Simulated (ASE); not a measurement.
Pair distribution function (Al-Fe) of FeAl (CsCl type), cell Al27Fe27, started from the crystal [in the run: it stayed crystalline; mean temperature 785 K (target 790 K); density 5.57 g/cm³], from MD at 785 K. All values below come from ASE with the machine-learned potential CHGNet 0.3.0. Volume per atom 12.35 Å³, mean pressure 0.1 GPa. 

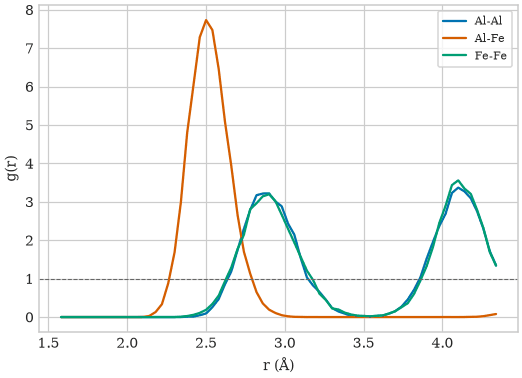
*Pair distribution from the trajectory*

Question: Read off the position and height of the first peak of the Al-Fe curve, where the first shell ends and the number of neighbours in it.

Answer: first peak at 2.51 Å with height 7.7; g is nil from 3.1 to 4.2 Å, so any cut there serves; 8.0 Fe round each Al and 8.0 Al round each Fe in the shell, from n = 4πρ∫r²g(r)dr.
